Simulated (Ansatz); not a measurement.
# GaHCl radical: an energy map over bond length Ga2–H3 and angle H3–Ga2–Cl1

A grid of calculations on ClGaH, SMILES [Cl][GaH], spin multiplicity 2, to see where the energy is lowest and how it rises around there.

The runs use Ansatz 0.2.0; UKS PBE0-D4/def2-TZVP.

## (1) Where the work starts

SMILES `[Cl][GaH]`, 3 atoms, charge 0, spin multiplicity 2.

Atoms are counted from 1 here; the program's logs count them from 0.

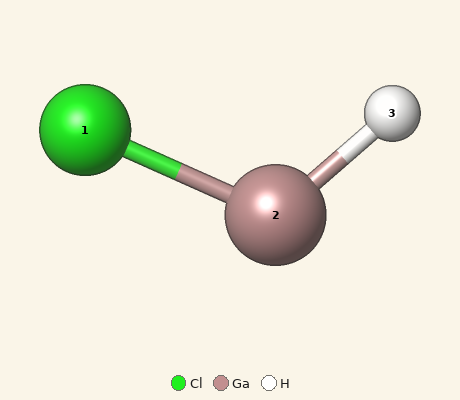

As it starts; chlorine green, gallium pink, hydrogen white; atoms are numbered from 1 in the order of the file.

Geometry (Å):

```xyz
3

Cl    1.54790   -0.19003    0.81511
Ga   -0.33627   -0.59760   -0.23689
H    -1.22253    0.72283   -0.59152
```

## (2) The minimum at this level

The input, input.yaml:

```yaml
crystal:
  periodic: [false, false, false]
  atoms:
    - { symbol: Cl, position_ang: [1.547899, -0.190031, 0.815111] }
    - { symbol: Ga, position_ang: [-0.336267, -0.597598, -0.236886] }
    - { symbol: H, position_ang: [-1.222532, 0.722829, -0.591525] }
magnetization:
  spin_polarized: true
  initial_magnetization: 1
basis:
  gaussian: { orbitals: def2-TZVP }
hamiltonian:
  xc: pbe0
  dispersion: d4
output:
  forces: true
relax:
  f_tol: 0.003
  max_steps: 120
```

Started as:

```console
ansatz run input.yaml --threads 1 --pin off --max-ram 2560MiB --backend cpu --events-out ev --progress --plain --runs-dir out
```

The log of the run (excerpt; [...] marks lines left out):

```text
Warning: RAYON_NUM_THREADS=1 ignored (pool sized by the plan → 1); use --threads N
[...]
Functional definition: PBE0
[...]
633 factors; integrals over basis functions are off by at most 3.1e-4 eV
[...]
mean field -64906.57429570 eV, -2385.2726101109 hartree, gradient 5.3e-5 eV, S^2 0.755179; 0 other end points of the search recorded, 0 dependent functions left out
[...]
reference -64906.57432017 eV, -2385.2726110099 hartree; 25, 24 occupied and 66, 67 virtual orbitals, 633 factors
relax step   1: F+E_penalty+E_count = -64906.61333432 eV  Δ(F+E_penalty+E_count) = +0.000e0 eV  max|allowed force component| = 3.004e-1 eV/Å  Δτ_max = 0.0000 Å  (31 SCF iters, accepted)
[...]
relax step   3: F+E_penalty+E_count = -64906.62198229 eV  Δ(F+E_penalty+E_count) = -6.166e-4 eV  max|allowed force component| = 4.702e-3 eV/Å  Δτ_max = 0.0052 Å  (29 SCF iters, accepted)
[...]
relax step   4: F+E_penalty+E_count = -64906.62198339 eV  Δ(F+E_penalty+E_count) = -1.096e-6 eV  max|allowed force component| = 1.283e-4 eV/Å  Δτ_max = 0.0003 Å  (23 SCF iters, accepted)
633 factors; integrals over basis functions are off by at most 3.1e-4 eV
mean field -64906.58284558 eV, -2385.2729243132 hartree, gradient 2.5e-5 eV, S^2 0.754656; 1 other end points of the search recorded, 0 dependent functions left out
[...]
reference -64906.58287007 eV, -2385.2729252131 hartree; 25, 24 occupied and 66, 67 virtual orbitals, 633 factors
Total energy: -64906.62200788 eV, -2385.2743635010 hartree
Atom 0 at     1.530973    -0.191319     0.805881 Å, force    -0.000128     0.000020    -0.000067 eV/Å
Atom 1 at    -0.331183    -0.583463    -0.232839 Å, force     0.000106    -0.000087     0.000049 eV/Å
Atom 2 at    -1.210690     0.709982    -0.586342 Å, force     0.000022     0.000067     0.000018 eV/Å
Dipole moment:    -0.343041    -0.110385    -0.194887 e Å
```

Run time: 31 s. Hardware: 1 thread of Arm Neoverse N1, shared host; peak memory 0.19 GiB.

Relaxation path:

| step | energy from step 1 (eV) | largest force component (eV/Å) |
| --- | --- | --- |
| 1 | 0.0000 | 0.3004 |
| 2 | -0.0080 | 0.0921 |
| 3 | -0.0086 | 0.0047 |
| 4 | -0.0086 | 0.0001 |

Distances of close pairs at the start and the end, largest changes first:

| bond | before (Å) | after (Å) | change (Å) |
| --- | --- | --- | --- |
| Cl1–Ga2 | 2.196 | 2.168 | -0.028 |
| Ga2–H3 | 1.629 | 1.604 | -0.026 |

## (3) Plan of the scan

The axes are (1) bond length Ga2–H3: 15 values from 1.315 to 2.405 Å; (2) angle H3–Ga2–Cl1: 15 values from 90.5 to 140.5 °.

Nothing else is relaxed (all other coordinates rigid). Energies count from the relaxed molecule at the same level.

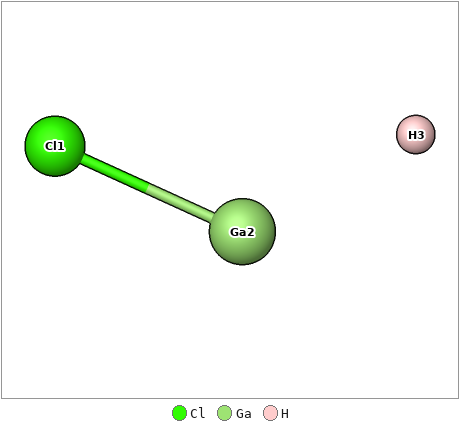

The geometry at bond length Ga2–H3 = 2.094 Å, angle H3–Ga2–Cl1 = 126.2°.

Below, 3 of the grid's runs; all are launched alike.

## (4) Point bond length Ga2–H3 = 2.094 Å, angle H3–Ga2–Cl1 = 126.2°

The input, input.yaml:

```yaml
crystal:
  periodic: [false, false, false]
  atoms:
    - { symbol: Cl, position_ang: [1.530973, -0.191319, 0.805881] }
    - { symbol: Ga, position_ang: [-0.331183, -0.583463, -0.232839] }
    - { symbol: H, position_ang: [-1.727538, 0.84905, -0.851658] }
magnetization:
  spin_polarized: true
  initial_magnetization: 1
basis:
  gaussian: { orbitals: def2-TZVP }
hamiltonian:
  xc: pbe0
  dispersion: d4
output:
  forces: true
```

Started as:

```console
ansatz run input.yaml --threads 1 --pin off --max-ram 2560MiB --backend cpu --events-out ev --progress --plain --runs-dir out
```

The log of the run (excerpt; [...] marks lines left out):

```text
Warning: RAYON_NUM_THREADS=1 ignored (pool sized by the plan → 1); use --threads N
[...]
[... 1 set-up line as earlier in the session ...]
[...]
587 factors; integrals over basis functions are off by at most 8.7e-4 eV
[...]
mean field -64905.93275526 eV, -2385.2490339343 hartree, gradient 7.4e-5 eV, S^2 0.774654; 0 other end points of the search recorded, 0 dependent functions left out
[...]
reference -64905.93277953 eV, -2385.2490348265 hartree; 25, 24 occupied and 66, 67 virtual orbitals, 587 factors
Total energy: -64905.98635679 eV, -2385.2510037544 hartree
Atom 0 at     1.530973    -0.191319     0.805881 Å, force     0.138115     0.154170     0.088638 eV/Å
Atom 1 at    -0.331183    -0.583463    -0.232839 Å, force    -1.197445     0.765777    -0.573564 eV/Å
Atom 2 at    -1.727538     0.849050    -0.851658 Å, force     1.059330    -0.919947     0.484926 eV/Å
Dipole moment:    -0.231331    -0.170701    -0.140347 e Å
```

It took 7.5 s on 1 thread of Arm Neoverse N1, shared host; peak memory 0.17 GiB.

On the map this point reads 14.7 kcal/mol.

## (5) Grid point bond length Ga2–H3 = 2.405 Å, angle H3–Ga2–Cl1 = 126.2°

input.yaml: that of step 4 with these lines changed.

```diff
@@ -5,3 +5,3 @@
     - { symbol: Ga, position_ang: [-0.331183, -0.583463, -0.232839] }
-    - { symbol: H, position_ang: [-1.727538, 0.84905, -0.851658] }
+    - { symbol: H, position_ang: [-1.934924, 1.061806, -0.943564] }
 magnetization:
```

Started as:

```console
ansatz run input.yaml --threads 1 --pin off --max-ram 2560MiB --backend cpu --events-out ev --progress --plain --runs-dir out
```

The log of the run (excerpt; [...] marks lines left out):

```text
Warning: RAYON_NUM_THREADS=1 ignored (pool sized by the plan → 1); use --threads N
[...]
[... 1 set-up line as earlier in the session ...]
[...]
585 factors; integrals over basis functions are off by at most 8.8e-4 eV
[...]
mean field -64905.57644150 eV, -2385.2359396452 hartree, gradient 2.7e-5 eV, S^2 0.780338; 0 other end points of the search recorded, 0 dependent functions left out
[...]
reference -64905.57646543 eV, -2385.2359405245 hartree; 25, 24 occupied and 66, 67 virtual orbitals, 585 factors
Total energy: -64905.62932067 eV, -2385.2378829189 hartree
Atom 0 at     1.530973    -0.191319     0.805881 Å, force     0.320947     0.125836     0.184426 eV/Å
Atom 1 at    -0.331183    -0.583463    -0.232839 Å, force    -0.876342     0.376304    -0.436830 eV/Å
Atom 2 at    -1.934924     1.061806    -0.943564 Å, force     0.555395    -0.502140     0.252403 eV/Å
Dipole moment:    -0.260136    -0.159074    -0.154774 e Å
```

Run time: 7.5 s. Hardware: 1 thread of Arm Neoverse N1, shared host; peak memory 0.17 GiB.

Energy on the map's scale: 22.9 kcal/mol.

## (6) Grid point bond length Ga2–H3 = 1.626 Å, angle H3–Ga2–Cl1 = 115.5°

input.yaml: that of step 5 with these lines changed.

```diff
@@ -5,3 +5,3 @@
     - { symbol: Ga, position_ang: [-0.331183, -0.583463, -0.232839] }
-    - { symbol: H, position_ang: [-1.934924, 1.061806, -0.943564] }
+    - { symbol: H, position_ang: [-1.222614, 0.728371, -0.591055] }
 magnetization:
```

Started as:

```console
ansatz run input.yaml --threads 1 --pin off --max-ram 2560MiB --backend cpu --events-out ev --progress --plain --runs-dir out
```

The log of the run (excerpt; [...] marks lines left out):

```text
Warning: RAYON_NUM_THREADS=1 ignored (pool sized by the plan → 1); use --threads N
[...]
[... 1 set-up line as earlier in the session ...]
[...]
587 factors; integrals over basis functions are off by at most 7.4e-4 eV
[...]
mean field -64906.58014155 eV, -2385.2728249418 hartree, gradient 3.9e-5 eV, S^2 0.755002; 0 other end points of the search recorded, 0 dependent functions left out
[...]
reference -64906.58016600 eV, -2385.2728258405 hartree; 25, 24 occupied and 66, 67 virtual orbitals, 587 factors
Total energy: -64906.61927607 eV, -2385.2742631087 hartree
Atom 0 at     1.530973    -0.191319     0.805881 Å, force     0.003051     0.001041     0.001739 eV/Å
Atom 1 at    -0.331183    -0.583463    -0.232839 Å, force    -0.134514     0.191585    -0.054644 eV/Å
Atom 2 at    -1.222614     0.728371    -0.591055 Å, force     0.131463    -0.192626     0.052905 eV/Å
Dipole moment:    -0.338047    -0.116784    -0.192792 e Å
```

It took 6.9 s on 1 thread of Arm Neoverse N1, shared host; peak memory 0.17 GiB.

Energy on the map's scale: 0.06 kcal/mol.

## (7) All points together

225 points were computed. Energies in kcal/mol, from the relaxed molecule at the same level:

| angle H3–Ga2–Cl1 (°) ↓, bond length Ga2–H3 (Å) → | 1.315 | 1.393 | 1.471 | 1.549 | 1.626 | 1.704 | 1.782 | 1.860 | 1.938 | 2.016 | 2.094 | 2.172 | 2.250 | 2.327 | 2.405 |
| --- | --- | --- | --- | --- | --- | --- | --- | --- | --- | --- | --- | --- | --- | --- | --- |
| 140.5 | 22.4 | 13.3 | 8.1 | 5.6 | 5.1 | 6.0 | 7.7 | 9.9 | 12.2 | 14.6 | 17.0 | 19.2 | 21.1 | 22.6 | 23.9 |
| 136.9 | 21.0 | 11.9 | 6.7 | 4.2 | 3.8 | 4.7 | 6.5 | 8.8 | 11.2 | 13.8 | 16.3 | 18.6 | 20.6 | 22.2 | 23.6 |
| 133.4 | 19.9 | 10.7 | 5.5 | 3.1 | 2.7 | 3.7 | 5.5 | 7.9 | 10.4 | 13.1 | 15.7 | 18.0 | 20.1 | 21.9 | 23.3 |
| 129.8 | 18.9 | 9.8 | 4.5 | 2.1 | 1.8 | 2.8 | 4.7 | 7.1 | 9.7 | 12.4 | 15.1 | 17.6 | 19.7 | 21.6 | 23.1 |
| 126.2 | 18.2 | 9.0 | 3.8 | 1.4 | 1.0 | 2.1 | 4.0 | 6.5 | 9.1 | 11.9 | 14.7 | 17.2 | 19.4 | 21.3 | 22.9 |
| 122.7 | 17.7 | 8.5 | 3.2 | 0.9 | 0.5 | 1.5 | 3.5 | 6.0 | 8.7 | 11.5 | 14.3 | 16.9 | 19.2 | 21.1 | 22.7 |
| 119.1 | 17.4 | 8.2 | 2.9 | 0.5 | 0.2 | 1.2 | 3.2 | 5.7 | 8.5 | 11.3 | 14.1 | 16.7 | 19.1 | 21.0 | 22.6 |
| 115.5 | 17.3 | 8.1 | 2.8 | 0.4 | 0.1 | 1.1 | 3.1 | 5.6 | 8.4 | 11.2 | 14.1 | 16.7 | 19.0 | 21.0 | 22.6 |
| 111.9 | 17.5 | 8.3 | 3.0 | 0.5 | 0.2 | 1.2 | 3.2 | 5.7 | 8.4 | 11.3 | 14.1 | 16.7 | 19.1 | 21.0 | 22.6 |
| 108.4 | 17.9 | 8.7 | 3.3 | 0.9 | 0.5 | 1.5 | 3.5 | 6.0 | 8.7 | 11.5 | 14.3 | 16.9 | 19.2 | 21.1 | 22.7 |
| 104.8 | 18.6 | 9.3 | 4.0 | 1.5 | 1.1 | 2.1 | 4.0 | 6.5 | 9.1 | 11.9 | 14.7 | 17.2 | 19.4 | 21.3 | 22.9 |
| 101.2 | 19.6 | 10.2 | 4.9 | 2.4 | 1.9 | 2.9 | 4.7 | 7.1 | 9.7 | 12.5 | 15.2 | 17.6 | 19.8 | 21.6 | 23.1 |
| 97.7 | 20.8 | 11.4 | 6.0 | 3.4 | 2.9 | 3.8 | 5.7 | 8.0 | 10.5 | 13.2 | 15.8 | 18.1 | 20.2 | 21.9 | 23.3 |
| 94.1 | 22.3 | 12.9 | 7.4 | 4.8 | 4.3 | 5.1 | 6.9 | 9.1 | 11.5 | 14.1 | 16.5 | 18.8 | 20.7 | 22.3 | 23.7 |
| 90.5 | 24.1 | 14.6 | 9.1 | 6.5 | 5.9 | 6.6 | 8.3 | 10.4 | 12.7 | 15.1 | 17.4 | 19.5 | 21.4 | 22.8 | 24.0 |

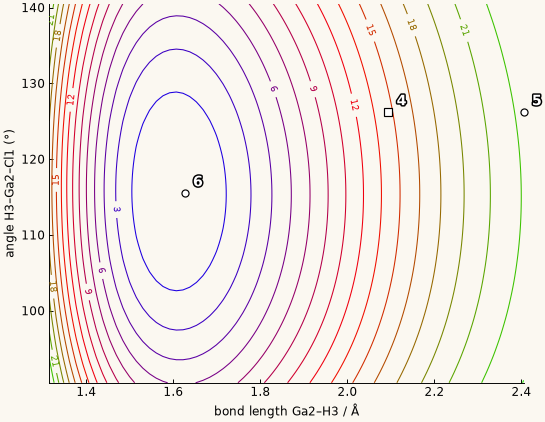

The map; numbers mark the steps of this session that print a point's run. The picture shows contour lines labelled in kcal/mol.

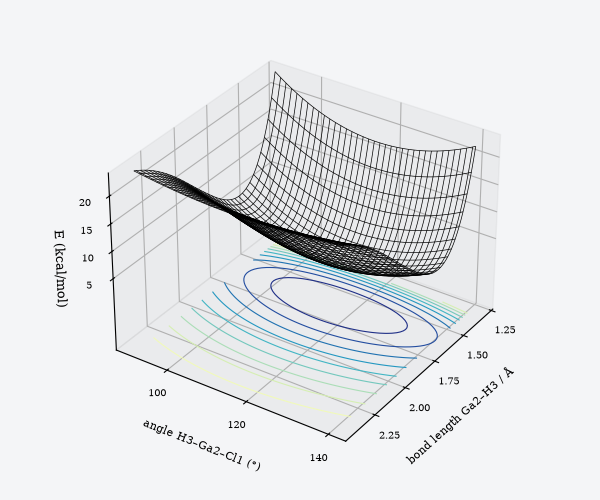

The same map in relief. In the figure: a relief with its contours projected below.

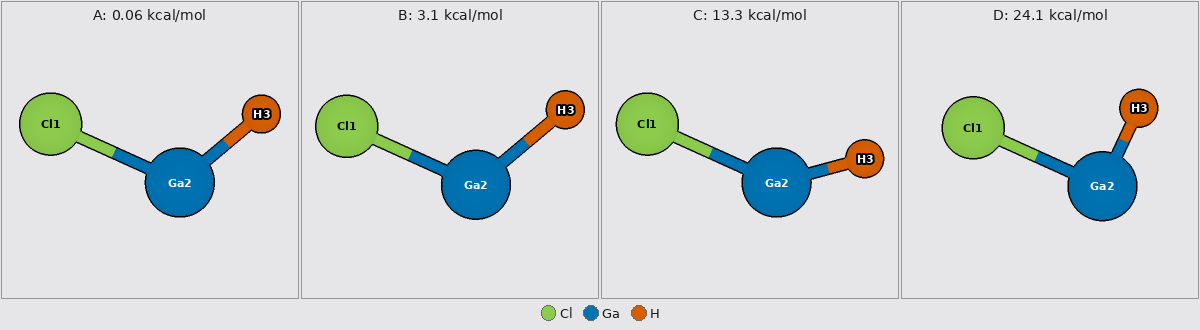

Structures on the grid, at one scale: A at bond length Ga2–H3 = 1.626 Å, angle H3–Ga2–Cl1 = 115.5°; B at bond length Ga2–H3 = 1.782 Å, angle H3–Ga2–Cl1 = 115.5°; C at bond length Ga2–H3 = 1.393 Å, angle H3–Ga2–Cl1 = 140.5°; D at bond length Ga2–H3 = 1.315 Å, angle H3–Ga2–Cl1 = 90.5°.

The largest force on an atom (eV/Å) at each point:

```
angle H3–Ga2–Cl1 (°) ↓, bond length Ga2–H3 (Å) →  1.315  1.393  1.471  1.549  1.626  1.704  1.782  1.860  1.938  2.016  2.094  2.172  2.250  2.327  2.405
                                           140.5    6.9    4.4    2.6    1.5    1.0    1.1    1.3    1.4    1.5    1.5    1.5    1.4    1.3    1.1    1.0
                                           136.9    6.9    4.3    2.5    1.3    0.8    1.0    1.2    1.4    1.5    1.5    1.5    1.4    1.3    1.2    1.0
                                           133.4    6.8    4.3    2.4    1.2    0.7    0.9    1.3    1.4    1.5    1.5    1.5    1.4    1.3    1.2    1.0
                                           129.8    6.8    4.2    2.4    1.1    0.5    0.9    1.3    1.4    1.5    1.5    1.5    1.4    1.3    1.2    1.0
                                           126.2    6.7    4.1    2.3    1.0    0.4    0.9    1.3    1.5    1.5    1.6    1.5    1.4    1.3    1.2    1.0
                                           122.7    6.6    4.1    2.2    0.9    0.3    0.9    1.3    1.5    1.5    1.6    1.6    1.5    1.3    1.2    1.0
                                           119.1    6.6    4.0    2.1    0.8    0.3    0.9    1.3    1.5    1.6    1.6    1.6    1.5    1.3    1.2    1.0
                                           115.5    6.5    3.9    2.0    0.7    0.2    0.9    1.3    1.5    1.6    1.7    1.6    1.5    1.3    1.2    1.0
                                           111.9    6.5    3.9    2.1    0.7    0.3    1.0    1.4    1.6    1.6    1.7    1.6    1.5    1.3    1.2    1.0
                                           108.4    6.5    4.0    2.1    0.8    0.4    1.0    1.4    1.6    1.7    1.7    1.7    1.5    1.3    1.2    1.0
                                           104.8    6.6    4.0    2.1    0.8    0.5    1.1    1.5    1.7    1.7    1.8    1.7    1.5    1.3    1.2    1.0
                                           101.2    6.6    4.0    2.2    0.9    0.6    1.2    1.5    1.7    1.8    1.8    1.7    1.5    1.3    1.1    1.0
                                            97.7    6.6    4.0    2.2    1.0    0.7    1.2    1.6    1.7    1.8    1.8    1.6    1.5    1.3    1.1    0.9
                                            94.1    6.7    4.1    2.3    1.1    0.7    1.3    1.6    1.7    1.8    1.7    1.6    1.4    1.2    1.0    0.9
                                            90.5    6.7    4.1    2.3    1.2    0.7    1.3    1.6    1.7    1.7    1.7    1.6    1.4    1.2    1.0    0.8
```

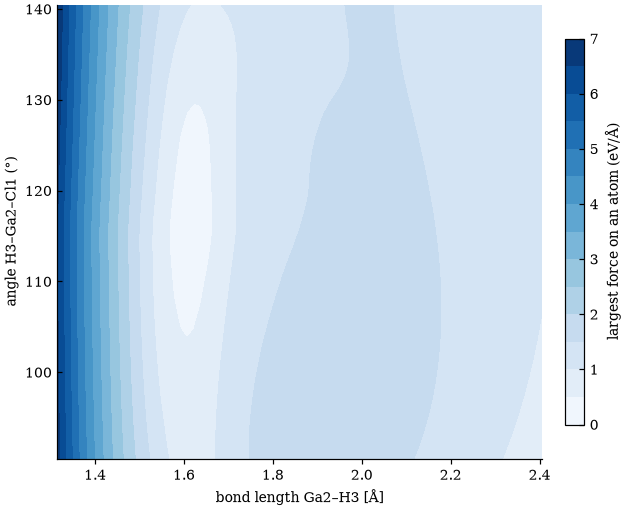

The largest force on an atom over the grid. The picture shows filled contours. Between grid points the surface is interpolated.

## (8) Outcome

| quantity | value |
| --- | --- |
| lowest point | bond length Ga2–H3 = 1.626 Å, angle H3–Ga2–Cl1 = 115.5°, 0.06 kcal/mol |
| highest computed point | bond length Ga2–H3 = 1.315 Å, angle H3–Ga2–Cl1 = 90.5°, 24.0 kcal/mol above the lowest |
| largest force on an atom (eV/Å) | 0.2 at bond length Ga2–H3 = 1.626 Å, angle H3–Ga2–Cl1 = 115.5° to 6.9 at bond length Ga2–H3 = 1.315 Å, angle H3–Ga2–Cl1 = 140.5°; 0.2 at the lowest point |
| time for the whole task | 28 min on 1 thread, shared host |

**Reading.** The lowest computed point is at bond length Ga2–H3 = 1.626 Å, angle H3–Ga2–Cl1 = 115.5°, 0.06 kcal/mol from the relaxed molecule at the same level. The grid is coarse, so the lowest point of the scanned range may lie between grid points; coordinates that were held can hide deeper minima. No other kind of well shows on this grid. The highest computed point, bond length Ga2–H3 = 1.315 Å, angle H3–Ga2–Cl1 = 90.5°, lies 24.0 kcal/mol above the lowest. Round the minimum the two coordinates are nearly uncoupled.
